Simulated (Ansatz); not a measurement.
**PH (SMILES [PH]) at UBCCD(T)/3-21G**

What is the vertical ionisation energy of PH at UBCCD(T)/3-21G? 

The results are computed with Ansatz 0.2.0.

57 further runs of the same task are left out: 57 set aside as unsound or not needed.

## Step 1: The molecule

The species is PH (2 atoms), meant as a triplet with charge 0. As SMILES, `[PH]`. The coordinates come from a GFN2-xTB relaxation.

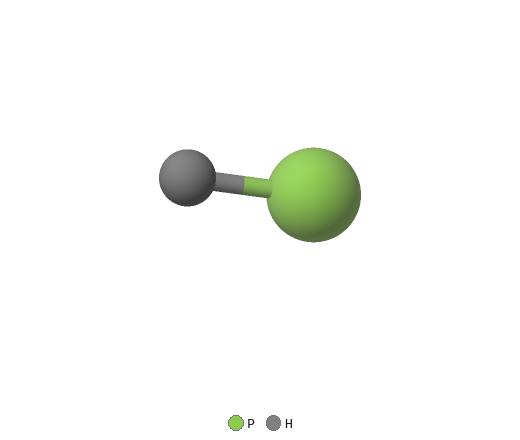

The structure, seen from a chosen angle (phosphorus green, hydrogen grey).

## Step 2: The energy at UBCCD(T)/3-21G

job.yaml reads:

```yaml
crystal:
  periodic: [false, false, false]
  atoms:
    - {symbol: P, position_ang: [0.000000, 0.000000, 0.000000]}
    - {symbol: H, position_ang: [0.000000, 0.000000, 1.399070]}
basis:
  gaussian: {orbitals: 3-21G.json}
magnetization: {spin_polarized: true, initial_magnetization: 2}
correlation: {method: bccd_t, frozen_orbitals: {H: 0, P: 5}}
accuracy: high
scf: {omitted_lower_state_checks: [cluster_reference, increment]}
```

The basis set 3-21G is read from a file made from the Basis Set Exchange's data (not shown).

Command:

```bash
$ ansatz run job.yaml --threads 1 --pin off --max-ram 2610MiB --events-out events.jsonl --progress --plain --runs-dir runs
```

Standard output (excerpt; [...] marks lines left out):

```text
Warning: RAYON_NUM_THREADS=1 ignored (pool sized by the plan → 1); use --threads N
Functional definition: HF
  name "HF"
[...]
277 factors; integrals over basis functions are off by at most 2.2e-9 eV
[...]
mean field -9239.68837141 eV, -339.5522847637 hartree, gradient 1.3e-8 eV, S^2 2.010096; 0 other end points of the search recorded, 0 dependent functions left out
5 core orbitals not correlated: weight in the atoms' cores, before any rotation towards them, 1.000 or more for the frozen orbitals, at most 0.000 for the correlated occupied ones
reference -9239.68837141 eV, -339.5522847637 hartree; 4, 2 occupied and 6, 8 virtual orbitals, 277 factors
second order -0.83794418 eV of doubles, -0.00000000 eV of singles
cycle   1  -1.04432477 eV  change   -2.1e-1 eV  update   3.5e-2
[...]
cycle  18  -1.13979021 eV  change  -3.0e-10 eV  update  3.5e-10
perturbative correction -0.00673462 eV, -0.0002474929 hartree
Total energy: -9240.83489624 eV, -339.5944187741 hartree
Checks for a lower state left out: cluster_reference, increment
```

Run time: 0.32 s. Hardware: 1 thread of Arm Neoverse V1, shared host.

## Step 3: The doublet cation

molecule.yaml reads:

```yaml
crystal:
  periodic: [false, false, false]
  atoms:
    - {symbol: P, position_ang: [0.000000, 0.000000, 0.000000]}
    - {symbol: H, position_ang: [0.000000, 0.000000, 1.399070]}
basis:
  gaussian: {orbitals: 3-21G.json}
total_charge: 1
magnetization: {spin_polarized: true, initial_magnetization: 1}
correlation: {method: bccd_t, frozen_orbitals: {H: 0, P: 5}}
accuracy: high
scf: {omitted_lower_state_checks: [cluster_reference, increment]}
```

The basis set 3-21G is read from a file made from the Basis Set Exchange's data (not shown).

Command:

```bash
$ ansatz run molecule.yaml --threads 1 --pin off --max-ram 2610MiB --events-out events.jsonl --progress --plain --runs-dir runs
```

Standard output (excerpt; [...] marks lines left out):

```text
Warning: RAYON_NUM_THREADS=1 ignored (pool sized by the plan → 1); use --threads N
Functional definition: HF
  name "HF"
[...]
276 factors; integrals over basis functions are off by at most 3.1e-9 eV
[...]
mean field -9229.81692503 eV, -339.1895158002 hartree, gradient 8.8e-9 eV, S^2 0.752787; 4 other end points of the search recorded, 0 dependent functions left out
5 core orbitals not correlated: weight in the atoms' cores, before any rotation towards them, 1.000 or more for the frozen orbitals, at most 0.000 for the correlated occupied ones
reference -9229.81692503 eV, -339.1895158002 hartree; 3, 2 occupied and 7, 8 virtual orbitals, 276 factors
second order -0.87373151 eV of doubles, -0.00000000 eV of singles
cycle   1  -1.13182263 eV  change   -2.6e-1 eV  update   4.7e-2
[...]
cycle  21  -1.28644785 eV  change   2.9e-10 eV  update  1.6e-10
perturbative correction -0.00735314 eV, -0.0002702230 hartree
Total energy: -9231.11072603 eV, -339.2370621099 hartree
Checks for a lower state left out: cluster_reference, increment
```

Wall time 0.34 s (1 thread of Arm Neoverse V1, shared host).

## Step 4: Outcome

At UBCCD(T)/3-21G, 5 core orbitals frozen:

| quantity | value |
| --- | --- |
| triplet PH: total energy | -339.59442 Eh |
| triplet PH: correlation energy (5 core orbitals frozen) | -42.1 mEh |
| triplet PH: (T) correction | -0.25 mEh |
| triplet PH: ⟨S²⟩ of the reference determinant | 2.010 |
| doublet cation: total energy | -339.23706 Eh |
| doublet cation: correlation energy (5 core orbitals frozen) | -47.5 mEh |
| doublet cation: (T) correction | -0.27 mEh |
| doublet cation: ⟨S²⟩ of the reference determinant | 0.753 |
| vertical ionisation energy (to the doublet cation) | 9.724 eV |

In words: The vertical ionisation energy comes to 9.72 eV (938 kJ/mol). The triples (triplet PH) make up 0.6 % of the correlation energy. The triples (doublet cation) make up 0.6 % of the correlation energy.
